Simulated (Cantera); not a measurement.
A closed system holds: 1 mol SiHCl₃, 0.15 mol HCl, 58 mol H₂, held at 293 Torr.

These are equilibrium values from Cantera (NASA tables, ideal gas, pure condensed phases), not measurements of a reactor. Candidate condensed phases: Si; 19 gas species. The tables' values for SiCl₃ are old estimates; treat these amounts as uncertain. Kinetics and transport are ignored.

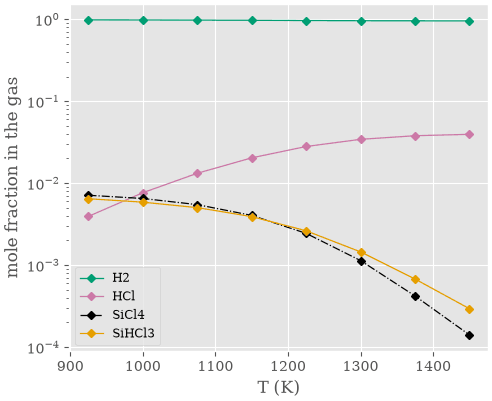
*Equilibrium gas composition (values under 1e-9 drawn at 1e-9)*

Question: Read off the mole fractions at 1300 K.

Answer: H₂ about 0.96, HCl about 0.034, SiHCl₃ about 0.0014, SiCl₄ about 0.0011.
